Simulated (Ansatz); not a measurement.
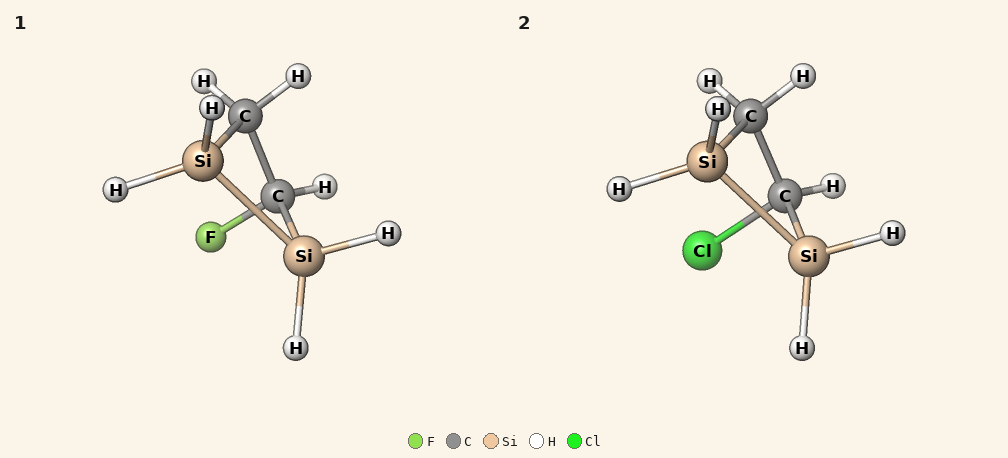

2 molecules with one skeleton, seen from the same side and at one scale. Each species is neutral and a spin singlet. Computed geometries: PBE0-D4/def2-TZVP optimisations, one conformation each. Properties computed with Ansatz 0.2.0.

One atom differs, called X below: F in panel 1, Cl in panel 2. Their formulas are C2H7FSi2 (`F[C@H]1C[SiH2][SiH2]1`), C2H7ClSi2 (`Cl[C@H]1C[SiH2][SiH2]1`).

> In which is the dipole moment larger (PBE-D4/def2-TZVPP)?

In panel 2 (X = Cl).

> In which is the length of X–C larger (PBE0-D4/def2-TZVP)?

In panel 2 (X = Cl).

Give the values. With PBE0-D4/def2-TZVP: length of X–C (Å), angle X–C–C (°). With PBE-D4/def2-TZVPP: dipole moment (D), HOMO energy (Kohn–Sham orbital) (eV), HOMO–LUMO gap (eV).

```
                            quantity  1 (F)  2 (Cl)   2 − 1
                   length of X–C (Å)  1.401   1.799  +0.398
                     angle X–C–C (°)  108.3   109.4    +1.1
                   dipole moment (D)   1.53    1.59   +0.06
HOMO energy (Kohn–Sham orbital) (eV)  −6.49   −6.44   +0.05
                  HOMO–LUMO gap (eV)   5.51    5.35   −0.16
```
